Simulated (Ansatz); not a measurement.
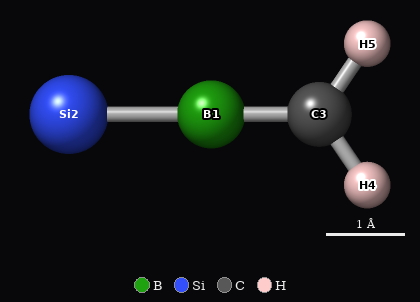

*The starting structure (ball-and-stick view, seen on its broad side; atoms are numbered from 1 in the order of the input).*

Bond lengths as drawn: B–C 1.40 Å, B–Si 1.84 Å and C–H 1.10 Å.

# Nudged elastic band, with input and output: CH$_{2}$BSi

CH$_{2}$BSi, multiplicity 2, computed with UKS r2SCAN-D4/STO-3G (Ansatz 0.2.0).

One setting was made poor on purpose. It belongs to a series of runs on one base structure; here: band between the two ends. Figures and captions count atoms from 1; the log counts them from 0 in places.

## Input file
```yaml
crystal:
  periodic: [false, false, false]
  atoms:
    - { symbol: B, position_ang: [0.538893, -0.328623, 0.342568] }
    - { symbol: Si, position_ang: [1.917575, -1.169477, 1.219229] }
    - { symbol: C, position_ang: [-0.509763, 0.310883, -0.324118] }
    - { symbol: H, position_ang: [-1.172772, -0.18294, -1.050078] }
    - { symbol: H, position_ang: [-0.773923, 1.370148, -0.1876] }
magnetization:
  spin_polarized: true
  initial_magnetization: 1
basis:
  gaussian: { orbitals: STO-3G }
hamiltonian:
  xc: r2scan
  dispersion: d4
neb:
  order_check: false
  images: 5
  f_tol: 0.5
  max_iterations: 55
  final_atoms:
    - { symbol: B, position_ang: [1.54275006, -0.73923086, 1.19671517] }
    - { symbol: Si, position_ang: [0.12531303, -0.53893093, -0.15173351] }
    - { symbol: C, position_ang: [-0.68752044, 0.94912608, -0.27344971] }
    - { symbol: H, position_ang: [-0.44081785, -1.61504552, -0.94728159] }
    - { symbol: H, position_ang: [-0.5397148, 1.94407223, 0.17575063] }
  initial_path:
    images:
      - { positions_ang: [[0.538893, -0.328623, 0.342568], [1.917575, -1.169477, 1.219229], [-0.509763, 0.310883, -0.324118], [-1.172772, -0.18294, -1.050078], [-0.773923, 1.370148, -0.1876]] }
      - { positions_ang: [[0.96919428, -0.70088693, 0.51465173], [1.43368076, -0.8957415, 0.91583335], [-0.63159431, 0.45102964, -0.24147959], [-1.00065651, -0.36998337, -1.01098203], [-0.77061423, 1.51557316, -0.17802246]] }
      - { positions_ang: [[1.39949557, -1.07315085, 0.68673546], [0.94978652, -0.622006, 0.6124377], [-0.75342562, 0.59117628, -0.15884118], [-0.82854101, -0.55702674, -0.97188605], [-0.76730545, 1.66099832, -0.16844492]] }
      - { positions_ang: [[1.82979685, -1.44541478, 0.85881918], [0.46589228, -0.3482705, 0.30904205], [-0.87525693, 0.73132291, -0.07620277], [-0.65642552, -0.74407011, -0.93279008], [-0.76399668, 1.80642348, -0.15886738]] }
      - { positions_ang: [[1.73411459, -1.21002014, 0.97145118], [0.35236586, -0.41182398, 0.1554502], [-0.8126781, 0.80392397, -0.14195175], [-0.58455629, -1.03439525, -0.93762058], [-0.68923605, 1.85230639, -0.04732804]] }
      - { positions_ang: [[1.63843232, -0.9746255, 1.08408318], [0.23883945, -0.47537745, 0.00185834], [-0.75009927, 0.87652503, -0.20770073], [-0.51268707, -1.32472039, -0.94245109], [-0.61447542, 1.89818931, 0.06421129]] }
      - { positions_ang: [[1.54275006, -0.73923086, 1.19671517], [0.12531303, -0.53893093, -0.15173351], [-0.68752044, 0.94912608, -0.27344971], [-0.44081785, -1.61504552, -0.94728159], [-0.5397148, 1.94407223, 0.17575063]] }
```

Machine: 1 thread of Intel Xeon @ 2.50GHz (Skylake/Cascade Lake), 64 GiB of memory available, shared host.

Run as:
```bash
ansatz run input.yaml --threads 1 --pin off --max-ram 2048MiB --backend cpu --events-out ev --progress --plain --runs-dir out
```

## The program's output
```
Engine: ansatz 0.2.0, x86_64-unknown-linux-gnu
Functional definition: r2SCAN
  parameter k0 = 0.174
  parameter k1 = 0.065
  parameter a1 = 4.9479
  exchange = r2scan_x(k0 = k0, k1 = k1, a1 = a1)
  correlation = r2scan_c
281 factors; integrals over basis functions are off by at most 1.5e-5 eV
mean field evaluation 1: about -9501.7778 eV, gradient 1.5e1 eV
mean field evaluation 2: about -9473.7707 eV, gradient 4.9e1 eV
mean field evaluation 4: about -9504.0522 eV, gradient 8.6e-1 eV
mean field evaluation 8: about -9504.0058 eV, gradient 1.8e-1 eV
mean field evaluation 16: about -9504.0075 eV, gradient 6.0e-5 eV
mean field evaluation 32: about -9503.7573 eV, gradient 1.8e0 eV
mean field -9504.00750968 eV, -349.2658339329 hartree, gradient 4.0e-5 eV, S^2 0.776188; 5 other end points of the search recorded, 0 dependent functions left out
the calculation of the forces begins
reference -9504.00751521 eV, -349.2658341362 hartree; 14, 13 occupied and 7, 8 virtual orbitals, 281 factors
292 factors; integrals over basis functions are off by at most 1.5e-5 eV
mean field evaluation 64: about -9499.6477 eV, gradient 5.1e-5 eV
mean field evaluation 96: about -9499.6477 eV, gradient 6.1e-6 eV
mean field -9499.64766080 eV, -349.1056124421 hartree, gradient 8.2e-6 eV, S^2 1.395337; 6 other end points of the search recorded, 0 dependent functions left out
[... from here on the field's lines of each further geometry are left out, up to the last ...]
NEB iter   1: max|band force component| = 2.113e2 eV/Å  barrier→ = 117.7839 eV  barrier← = 113.4256 eV  Δτ_max = 0.2000 Å  (885 SCF iters)
NEB iter   2: max|band force component| = 1.671e2 eV/Å  barrier→ = 79.8989 eV  barrier← = 75.5406 eV  Δτ_max = 0.2000 Å  (425 SCF iters)
NEB iter   3: max|band force component| = 1.374e2 eV/Å  barrier→ = 49.7845 eV  barrier← = 45.4262 eV  Δτ_max = 0.2000 Å  (479 SCF iters)
NEB iter   4: max|band force component| = 8.752e1 eV/Å  barrier→ = 35.3782 eV  barrier← = 31.0199 eV  Δτ_max = 0.1943 Å  (394 SCF iters)
NEB iter   5: max|band force component| = 4.640e1 eV/Å  barrier→ = 20.2974 eV  barrier← = 15.9391 eV  Δτ_max = 0.1991 Å  (411 SCF iters)
NEB iter   6: max|band force component| = 2.368e1 eV/Å  barrier→ = 9.1905 eV  barrier← = 4.8322 eV  Δτ_max = 0.2000 Å  (394 SCF iters)
NEB iter   7: max|band force component| = 1.292e1 eV/Å  barrier→ = 5.8399 eV  barrier← = 1.4816 eV  Δτ_max = 0.2000 Å  (372 SCF iters)
NEB iter   8: max|band force component| = 9.359e0 eV/Å  barrier→ = 5.3380 eV  barrier← = 0.9798 eV  Δτ_max = 0.1943 Å  (364 SCF iters)
NEB iter   9: max|band force component| = 1.388e1 eV/Å  barrier→ = 5.1520 eV  barrier← = 0.7938 eV  Δτ_max = 0.1022 Å  (411 SCF iters)
NEB iter  10: max|band force component| = 2.699e0 eV/Å  barrier→ = 5.0152 eV  barrier← = 0.6570 eV  Δτ_max = 0.2000 Å  (346 SCF iters)
NEB iter  11: max|band force component| = 2.866e0 eV/Å  barrier→ = 4.8728 eV  barrier← = 0.5145 eV  Δτ_max = 0.1016 Å  (376 SCF iters)
NEB iter  12: max|band force component| = 1.121e0 eV/Å  barrier→ = 4.8520 eV  barrier← = 0.4937 eV  Δτ_max = 0.2000 Å  (307 SCF iters)
NEB iter  13: max|band force component| = 1.251e0 eV/Å  barrier→ = 4.8087 eV  barrier← = 0.4504 eV  Δτ_max = 0.1001 Å  (382 SCF iters)
the calculation of the forces begins
reference -9499.44542084 eV, -349.0981802604 hartree; 14, 13 occupied and 7, 8 virtual orbitals, 292 factors
292 factors; integrals over basis functions are off by at most 3.7e-5 eV
mean field evaluation 1600: about -9499.2123 eV, gradient 1.5e-3 eV
mean field evaluation 1632: about -9499.2123 eV, gradient 1.9e-5 eV
mean field -9499.21225399 eV, -349.0896115368 hartree, gradient 9.4e-6 eV, S^2 1.455027; 7 other end points of the search recorded, 0 dependent functions left out
the calculation of the forces begins
reference -9499.21225950 eV, -349.0896117392 hartree; 14, 13 occupied and 7, 8 virtual orbitals, 292 factors
NEB iter  14: max|band force component| = 4.663e-1 eV/Å  barrier→ = 4.7935 eV  barrier← = 0.4352 eV  CI = image 4  Δτ_max = 0.0000 Å  (1012 SCF iters)
```

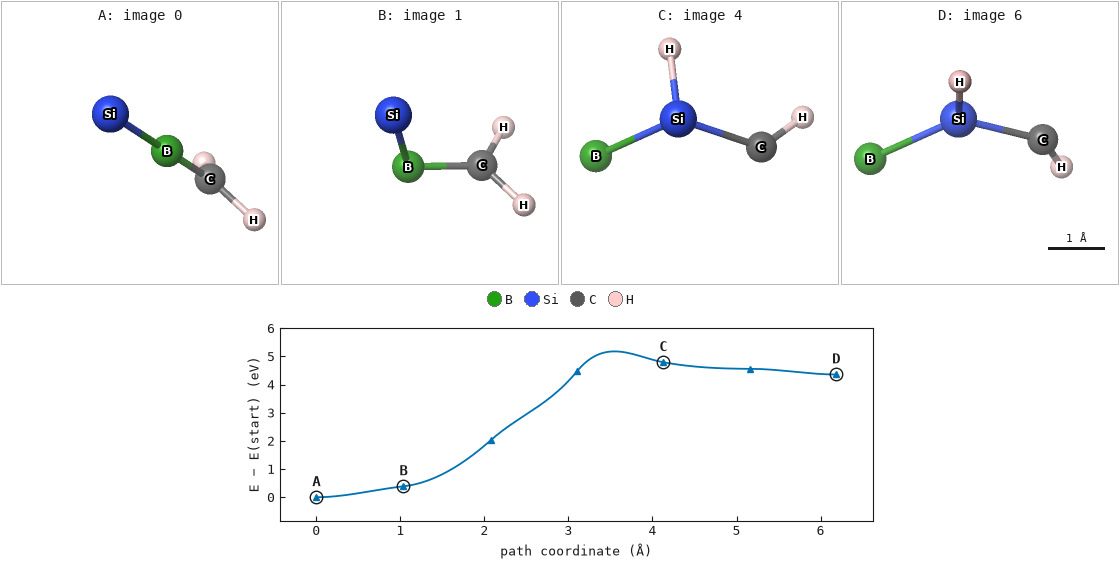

*Images of the last band (counted from 0; ball-and-stick, seen at a tilt) above the energy along the path; the line is a cubic interpolation that uses the forces.*

The highest image is number 4, 4.794 eV above the start and 0.435 eV above the end (the climbing image); the end lies 4.358 eV above the start. The path is 6.18 Å long. The band converged in 14 iterations.

```
Total energy: -9499.23557979 eV, -349.0904687443 hartree
Atom 0 at     1.688529    -0.991386     0.620988 Å, force     0.219626     0.006668     0.264942 eV/Å
Atom 1 at    -0.215766    -0.713682     0.494482 Å, force    -0.009658     0.076780    -0.539460 eV/Å
Atom 2 at    -0.541623     1.024714     0.347634 Å, force     0.103712     0.155893     0.146495 eV/Å
Atom 3 at    -0.079366    -0.976231    -0.962052 Å, force    -0.186745    -0.319272     0.046003 eV/Å
Atom 4 at    -0.851764     1.656576    -0.501051 Å, force    -0.126935     0.079932     0.082020 eV/Å
Dipole moment:    -0.036067    -0.062318     0.056081 e Å
this run last wrote the band of iteration 14 to [file]
```

## The last band as extended XYZ (Å, eV, eV/Å)
```
5
Properties=species:S:1:pos:R:3:forces:R:3 image=0 energy=-9504.02910
B     0.5389   -0.3286    0.3426    0.0018  -0.0012   0.0012
Si    1.9176   -1.1695    1.2192   -0.0008   0.0005  -0.0005
C    -0.5098    0.3109   -0.3241   -0.0021   0.0014  -0.0014
H    -1.1728   -0.1829   -1.0501    0.0006  -0.0004   0.0004
H    -0.7739    1.3701   -0.1876    0.0005  -0.0003   0.0003
5
Properties=species:S:1:pos:R:3:forces:R:3 image=1 energy=-9503.64121
B     0.8620   -0.4731   -0.1802    0.0284   0.0243   0.3619
Si    1.2506   -0.7269    1.5737    0.1585  -0.1304  -0.0467
C    -0.3572    0.1989   -0.3904    0.1210   0.3493  -0.2804
H    -1.3092   -0.2998   -0.6002   -0.2387  -0.0408   0.0010
H    -0.4462    1.3009   -0.4029   -0.0693  -0.2025  -0.0358
5
Properties=species:S:1:pos:R:3:forces:R:3 image=2 energy=-9502.00908
B     1.0712   -0.9697   -0.1449   -1.7768   1.6148  -0.6563
Si    0.5108   -0.1582    1.4707    0.4037   0.5353   1.2501
C    -0.1661    0.2796   -0.1951    0.6111  -1.5015  -0.2306
H    -0.8390   -0.4468   -0.6885    0.1098   0.0048  -0.7050
H    -0.5770    1.2950   -0.4422    0.6522  -0.6534   0.3418
5
Properties=species:S:1:pos:R:3:forces:R:3 image=3 energy=-9499.55908
B     1.6425   -1.3006    0.1802    0.1225  -0.0327   0.2203
Si    0.3091   -0.2711    1.1217    1.4657   0.1372   1.7210
C    -0.3522    0.6201   -0.1902   -1.3901  -2.7806  -1.0304
H    -0.7983   -0.5222   -0.3893   -0.2724   3.1292  -1.2628
H    -0.8011    1.4737   -0.7224    0.0743  -0.4532   0.3519
5
Properties=species:S:1:pos:R:3:forces:R:3 image=4 energy=-9499.23557
B     1.6885   -0.9914    0.6210    0.2196   0.0067   0.2649
Si   -0.2158   -0.7137    0.4945   -0.0097   0.0768  -0.5395
C    -0.5416    1.0247    0.3476    0.1037   0.1559   0.1465
H    -0.0794   -0.9762   -0.9621   -0.1867  -0.3193   0.0460
H    -0.8518    1.6566   -0.5011   -0.1269   0.0799   0.0820
5
Properties=species:S:1:pos:R:3:forces:R:3 image=5 energy=-9499.46836
B     1.6611   -1.1542    1.1399    0.0061   0.0040  -0.0053
Si    0.1270   -0.5403    0.0450   -0.0282   0.0316  -0.0022
C    -0.3377    1.0898    0.1516   -0.0179  -0.0355  -0.0091
H    -0.4278   -1.2523   -1.1057    0.0119   0.0054   0.0103
H    -1.0226    1.8569   -0.2308    0.0281  -0.0054   0.0062
5
Properties=species:S:1:pos:R:3:forces:R:3 image=6 energy=-9499.67082
B     1.5428   -0.7392    1.1967   -0.0005   0.0004  -0.0014
Si    0.1253   -0.5389   -0.1517    0.0030  -0.0059  -0.0022
C    -0.6875    0.9491   -0.2735    0.0073   0.0106  -0.0119
H    -0.4408   -1.6150   -0.9473   -0.0025  -0.0013   0.0062
H    -0.5397    1.9441    0.1758   -0.0074  -0.0038   0.0093
```

## Summary

```csv
quantity,value
outcome,converged
"barrier, forward",4.793 eV
"barrier, backward",0.435 eV
wall time,4.6 min
peak memory,0.14 GiB
```

## Notes

A deliberately poor setting: loose force. ⟨S²⟩ is 1.46 against 0.75 for a pure state: the solution is spin-contaminated. The order of the saddle point was not checked.
